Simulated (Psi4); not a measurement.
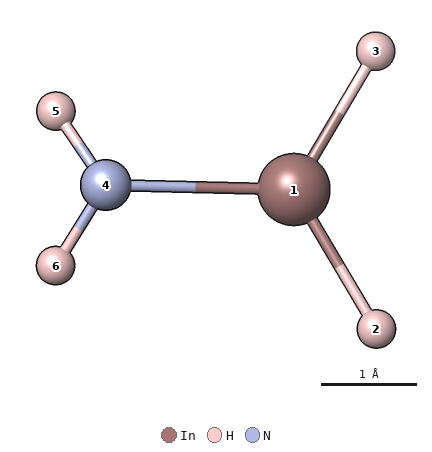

Figure 1. The structure (ball-and-stick view, seen on its broad side; atoms are numbered from 1 in the order of the input). Sticks mark near contacts. Bond lengths as drawn: H–In 1.71 Å, H–N 1.01 Å and In–N 2.02 Å.

# Property calculation of InNH$_{4}$

The run: property calculation of InNH$_{4}$ (InH2(NH2)). Method and program: PBEh-3c/def2-mSVP, RKS, core potentials def2 (Psi4 1.11).

The geometry comes from this level: GFN2-xTB.

What the program printed
```
Psi4 1.11 release

   => Loading Basis Set <=

    Name: DEF2-MSVP
    Role: ORBITAL
    Keyword: BASIS

    !!!  WARNING: ECP capability is in beta. Please check occupations closely.  !!!

   => PBEH3C: Empirical Dispersion <=

        s6 =       1.000000
        s8 =       0.000000
        a1 =       0.486000
        a2 =       4.500000

         ---------------------------------------------------------
                                   SCF
                              RKS Reference
                        1 Threads,   1525 MiB Core
         ---------------------------------------------------------

  ==> Geometry <==

    Molecular point group: c1
    Full point group: C1

    Geometry (in Angstrom), charge = 0, multiplicity = 1:

       Center              X                  Y                   Z               Mass
    ------------   -----------------  -----------------  -----------------  -----------------
         IN           0.126797892694     0.199099960480    -0.024270351886   114.903878776000
         H            1.799977892694     0.211009960480     0.321009648114     1.007825032230
         H           -0.653252107306     1.674249960480    -0.388690351886     1.007825032230
         N           -0.957602107306    -1.487170039520     0.217499648114    14.003074004430
         H           -1.827772107306    -1.550680039520    -0.299650351886     1.007825032230
         H           -0.470142107306    -2.371050039520     0.112419648114     1.007825032230

  Running in c1 symmetry.

  Rotational constants: A =      2.82421  B =      0.26411  C =      0.24327 [cm^-1]
  Rotational constants: A =  84667.62569  B =   7917.79330  C =   7292.95841 [MHz]
  Nuclear repulsion =   70.611866548449100

  Charge       = 0
  Multiplicity = 1
  Electrons    = 32
  Nalpha       = 16
  Nbeta        = 16

  ==> Algorithm <==

  SCF Algorithm Type is DF.
  DIIS enabled.
  MOM disabled.
  Fractional occupation disabled.
  Guess Type is SAD.
  Energy threshold   = 1.00e-06
  Density threshold  = 1.00e-06
  Integral threshold = 1.00e-12

  ==> Primary Basis <==

  Basis Set: DEF2-MSVP
    Blend: DEF2-MSVP
    Number of shells: 25
    Number of basis functions: 49
    Number of Cartesian functions: 52
    Spherical Harmonics?: true
    Max angular momentum: 2

  Core potential: DEF2-MSVP
    Number of shells: 4
    Number of ECP primitives: 18
    Number of ECP core electrons: 28
    Max angular momentum: 3

  ==> DFT Potential <==

   => LibXC <=

    Version 7.1.2

   => Composite Functional: PBEH3C <=

    PBE Hybrid based 3C composite method with a small basis set, gCP and D3(BJ)

    Deriv               =              1
    GGA                 =           TRUE
    Meta                =          FALSE

    Exchange Hybrid     =           TRUE
    MP2 Hybrid          =          FALSE

   => Exchange Functionals <=

    0.5800     XC_GGA_X_PBE

   => Exact (HF) Exchange <=

    0.4200               HF

   => Correlation Functionals <=

    1.0000     XC_GGA_C_PBE

   => LibXC Density Thresholds  <==

    XC_GGA_C_PBE:  1.00E-12
    XC_GGA_X_PBE:  1.00E-15

   => Molecular Quadrature <=

    Radial Scheme          =       TREUTLER
    Pruning Scheme         =           NONE
    Nuclear Scheme         =       TREUTLER

    Blocking Scheme        =         OCTREE
    BS radius alpha        =              1
    Pruning alpha          =              1
    Radial Points          =             75
    Spherical Points       =            302
    Total Points           =         130802
    Total Blocks           =           1036
    Max Points             =            256
    Max Functions          =             49
    Weights Tolerance      =       1.00E-15

   => Loading Basis Set <=

    Name: (DEF2-MSVP AUX)
    Role: JKFIT
    Keyword: DF_BASIS_SCF

  ==> Integral Setup <==

  DFHelper Memory: AOs need 0.008 GiB; user supplied 0.954 GiB.
  SCF_SUBTYPE=INCORE selected. In-core MEM_DF algorithm will be used.
  Using in-core AOs.

  ==> MemDFJK: Density-Fitted J/K Matrices <==

    J tasked:                   Yes
    K tasked:                   Yes
    wK tasked:                   No
    Memory [MiB]:               976
    Algorithm:                 Core
    Schwarz Cutoff:           1E-12
    Mask sparsity (%):       0.0833
    Fitting Condition:        1E-10

   => Auxiliary Basis Set <=

  Basis Set: (DEF2-MSVP AUX)
    Blend: DEF2-UNIVERSAL-JKFIT
    Number of shells: 95
    Number of basis functions: 367
    Number of Cartesian functions: 482
    Spherical Harmonics?: true
    Max angular momentum: 5

  Cached 100.0% of DFT collocation blocks in 0.164 [GiB].

  Minimum eigenvalue in the overlap matrix is 3.2956083937E-02.
  Reciprocal condition number of the overlap matrix is 7.8805341700E-03.
    Using symmetric orthogonalization.

  ==> Pre-Iterations <==

  SCF Guess: Superposition of Atomic Densities via on-the-fly atomic UHF (no occupation information).

   -------------------------
    Irrep   Nso     Nmo
   -------------------------
     A         49      49
   -------------------------
    Total      49      49
   -------------------------

  ==> Iterations <==

                           Total Energy        Delta E     RMS |[F,P]|

   @DF-RKS iter SAD:  -245.80915657555579   -2.45809e+02   0.00000e+00
   @DF-RKS iter   1:  -246.92716510161435   -1.11801e+00   1.42171e-02 ADIIS/DIIS
   @DF-RKS iter   2:  -246.53935841699320    3.87807e-01   2.13671e-02 ADIIS/DIIS
   @DF-RKS iter   3:  -247.14001614111092   -6.00658e-01   1.92433e-03 ADIIS/DIIS
   @DF-RKS iter   4:  -247.14515449717970   -5.13836e-03   4.93718e-04 ADIIS/DIIS
   @DF-RKS iter   5:  -247.14540338914085   -2.48892e-04   9.80107e-05 DIIS
   @DF-RKS iter   6:  -247.14541822413784   -1.48350e-05   1.49793e-05 DIIS
   @DF-RKS iter   7:  -247.14541885748551   -6.33348e-07   2.43488e-06 DIIS
   @DF-RKS iter   8:  -247.14541888255394   -2.50684e-08   6.97172e-07 DIIS
  Energy and wave function converged.

  ==> Post-Iterations <==

   Electrons on quadrature grid:
      Ntotal   =   31.9999948598 ; deviation = -5.140e-06

    Orbital Energies [Eh]
    ---------------------

    Doubly Occupied:

       1A    -14.607124     2A     -4.866194     3A     -3.235891
       4A     -3.226754     5A     -3.225372     6A     -0.917462
       7A     -0.844390     8A     -0.839286     9A     -0.838541
      10A     -0.838435    11A     -0.822101    12A     -0.515007
      13A     -0.482464    14A     -0.373882    15A     -0.327253
      16A     -0.292856

    Virtual:

      17A     -0.025484    18A      0.031823    19A      0.096409
      20A      0.114834    21A      0.159481    22A      0.198784
      23A      0.203606    24A      0.230769    25A      0.254967
      26A      0.294179    27A      0.361492    28A      0.411756
      29A      0.490393    30A      0.560477    31A      0.570202
      32A      0.880237    33A      0.915199    34A      0.937898
      35A      1.059992    36A      1.067363    37A      1.114005
      38A      1.163050    39A      1.489648    40A      1.814080
      41A      1.826327    42A      2.061212    43A      2.246137
      44A      2.523338    45A     15.996821    46A     16.338133
      47A     16.759147    48A     19.070443    49A     61.293235

    Final Occupation by Irrep:
              A
    DOCC [    16 ]
    NA   [    16 ]
    NB   [    16 ]

  @DF-RKS Final Energy:  -247.14541888255394

   => Energetics <=

    Nuclear Repulsion Energy =             70.6118665484491004
    One-Electron Energy =                -552.4961813727395565
    Two-Electron Energy =                 249.7611033294766401
    DFT Exchange-Correlation Energy =     -15.0326020495150736
    Empirical Dispersion Energy =           0.0103946617749551
    VV10 Nonlocal Energy =                  0.0000000000000000
    Total Energy =                       -247.1454188825539404

Computation Completed

Properties will be evaluated at   0.000000,   0.000000,   0.000000 [a0]

Properties computed using the SCF density matrix

 Multipole Moments:

 ------------------------------------------------------------------------------------
     Multipole            Electronic (a.u.)      Nuclear  (a.u.)        Total (a.u.)
 ------------------------------------------------------------------------------------

 L = 1.  Multiply by 2.5417464519 to convert [e a0] to [Debye]
 Dipole X            :          9.7473352           -9.8107918           -0.0634566
 Dipole Y            :         15.2864547          -15.6196471           -0.3331923
 Dipole Z            :         -1.8772951            1.4322399           -0.4450552
 Magnitude           :                                                    0.5595695

 ------------------------------------------------------------------------------------

	total time  =          5 seconds =       0.08 minutes

Properties will be evaluated at   0.000000,   0.000000,   0.000000 [a0]
OEProp: No title given, name of density matrix used for the following properties is 'SCF density'

 Electrostatic potentials at the nuclear coordinates:
 ---------------------------------------------
   Center     Electrostatic Potential (a.u.)
 ---------------------------------------------
    1 IN           -20.804707360320
    2  H            -1.099384205134
    3  H            -1.099671281489
    4  N           -18.371057119715
    5  H            -1.056803889827
    6  H            -1.056778641160
 ---------------------------------------------

 Multipole Moments:

 ------------------------------------------------------------------------------------
     Multipole            Electronic (a.u.)      Nuclear  (a.u.)        Total (a.u.)
 ------------------------------------------------------------------------------------

 L = 1.  Multiply by 2.5417464519 to convert [e a0] to [Debye]
 Dipole X            :          9.7473352           -9.8107918           -0.0634566
 Dipole Y            :         15.2864547          -15.6196471           -0.3331923
 Dipole Z            :         -1.8772951            1.4322399           -0.4450552
 Magnitude           :                                                    0.5595695

 ------------------------------------------------------------------------------------
  Lowdin Charges: (a.u.)
   Center  Symbol    Alpha    Beta     Spin     Total
       1    IN    10.41325 10.41325  0.00000  0.17350
       2     H     0.51277  0.51277  0.00000 -0.02555
       3     H     0.51282  0.51282  0.00000 -0.02564
       4     N     3.79767  3.79767  0.00000 -0.59533
       5     H     0.38172  0.38172  0.00000  0.23656
       6     H     0.38177  0.38177  0.00000  0.23646

  Total alpha = 16.00000, Total beta = 16.00000, Total charge = -0.00000

  Mayer Bond Indices:

  Irrep: 1 Size: 6 x 6

                 1                   2                   3                   4                   5

    1     0.00000000000000     0.94753830926031     0.94782935894187     1.08189232333341     0.00670183628116
    2     0.94753830926031     0.00000000000000     0.02561254565117     0.01951051196068     0.00377064980952
    3     0.94782935894187     0.02561254565117     0.00000000000000     0.01919037058410    -0.00036175203008
    4     1.08189232333341     0.01951051196068     0.01919037058410     0.00000000000000     0.84094947971853
    5     0.00670183628116     0.00377064980952    -0.00036175203008     0.84094947971853     0.00000000000000
    6     0.00666113921136    -0.00035733222036     0.00383829938714     0.84123672922953    -0.00424269404932

                 6

    1     0.00666113921136
    2    -0.00035733222036
    3     0.00383829938714
    4     0.84123672922953
    5    -0.00424269404932
    6     0.00000000000000

  Atomic Valences:

 #  #
 Irrep: 1
      1:    2.990622967028110
      2:    0.996074684461330
      3:    0.996108822534214
      4:    2.802779414826257
      5:    0.846817519729808
      6:    0.847136141558342

  Variable Map:
  ----------------------------------------------------------------------------
  "CURRENT ENERGY"                      =>    -247.145418882554
  "CURRENT REFERENCE ENERGY"            =>    -247.145418882554
  "DD SOLVATION ENERGY"                 =>       0.000000000000
  "DFT FUNCTIONAL TOTAL ENERGY"         =>    -247.155813544329
  "DFT TOTAL ENERGY"                    =>    -247.145418882554
  "DFT VV10 ENERGY"                     =>       0.000000000000
  "DFT XC ENERGY"                       =>     -15.032602049515
  "DISPERSION CORRECTION ENERGY"        =>       0.010394661775
  "ESP AT CENTER 1"                     =>     -20.804707360320
  "ESP AT CENTER 2"                     =>      -1.099384205134
  "ESP AT CENTER 3"                     =>      -1.099671281489
  "ESP AT CENTER 4"                     =>     -18.371057119715
  "ESP AT CENTER 5"                     =>      -1.056803889827
  "ESP AT CENTER 6"                     =>      -1.056778641160
  "GRID ELECTRONS ALPHA"                =>      15.999997429894
  "GRID ELECTRONS BETA"                 =>      15.999997429894
  "GRID ELECTRONS TOTAL"                =>      31.999994859789
  "NUCLEAR REPULSION ENERGY"            =>      70.611866548449
  "ONE-ELECTRON ENERGY"                 =>    -552.496181372740
  "PBEH3C DISPERSION CORRECTION ENERGY" =>      -0.001265612425
  "PCM POLARIZATION ENERGY"             =>       0.000000000000
  "PE ENERGY"                           =>       0.000000000000
  "SCF ITERATION ENERGY"                =>    -247.145418882554
  "SCF ITERATIONS"                      =>       8.000000000000
  "SCF TOTAL ENERGY"                    =>    -247.145418882554
  "TWO-ELECTRON ENERGY"                 =>     249.761103329477
  "XC GRID RADIAL POINTS"               =>      75.000000000000
  "XC GRID SPHERICAL POINTS"            =>     302.000000000000
  "XC GRID TOTAL POINTS"                =>  130802.000000000000

  Array Variable Map:
  ----------------------------------------------------------------------------
  "CURRENT DIPOLE"                      =>      -0.063456575088 ... -0.445055184230 1 by 3
  "DIPOLE"                              =>      -0.063456575088 ... -0.445055184230 1 by 3
  "SCF DIPOLE"                          =>      -0.063456575088 ... -0.445055184230 1 by 3
  "SCF TOTAL ENERGIES"                  =>    -245.809156575556 ... -247.145418882554 1 by 9

    Psi4 run time: 0:00:05.08
```

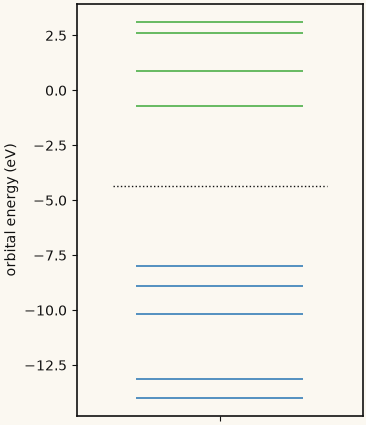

Figure 2. Orbital energies near the frontier; the dotted line parts filled from empty levels, and levels within 0.02 eV of each other stand side by side. Highest filled −7.97 eV, lowest empty −0.69 eV, 7.28 eV apart.

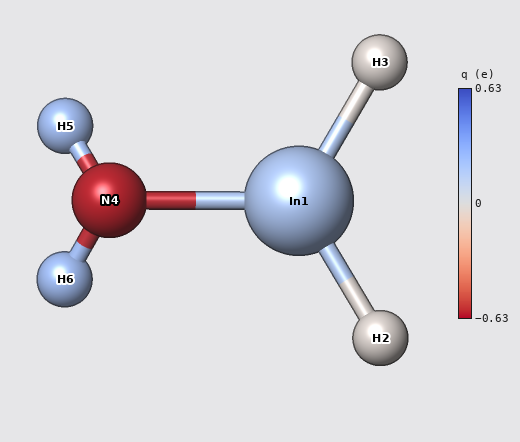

Figure 3. Löwdin charges, as the colour of each atom (ball-and-stick view, seen on its broad side; atoms are numbered from 1 in the order of the input). By element: In +0.17, H −0.03 to +0.24 and N −0.60 e.

This output came from the following input.

The input (calc.dat)
```
memory 1.6 GB

molecule molecule1 {
  0 1
  In     0.457130     0.753190    -0.013990
  H      2.130310     0.765100     0.331290
  H     -0.322920     2.228340    -0.378410
  N     -0.627270    -0.933080     0.227780
  H     -1.497440    -0.996590    -0.289370
  H     -0.139810    -1.816960     0.122700
  symmetry c1
}

set {
  scf_type df
}

energy_value, wavefunction = energy('pbeh-3c', return_wfn=True)
oeprop(wavefunction, 'DIPOLE', 'MAYER_INDICES', 'ESP_AT_NUCLEI', 'LOWDIN_CHARGES')
print_variables()
```

Launched with:
```bash
psi4 calc.dat calc.out -n 1
```

Key numbers

- outcome: converged
- total energy: −247.145419 hartree
- dispersion energy: 0.010395 hartree
- basis functions: 49
- HOMO: −7.97 eV
- LUMO: −0.69 eV
- dipole moment: 1.42 D
- hardware: 1 thread of Intel Xeon @ 2.90GHz (Ice Lake), 16 GiB of memory available, shared host
- wall time: 7.5 s
- peak memory: 0.39 GiB
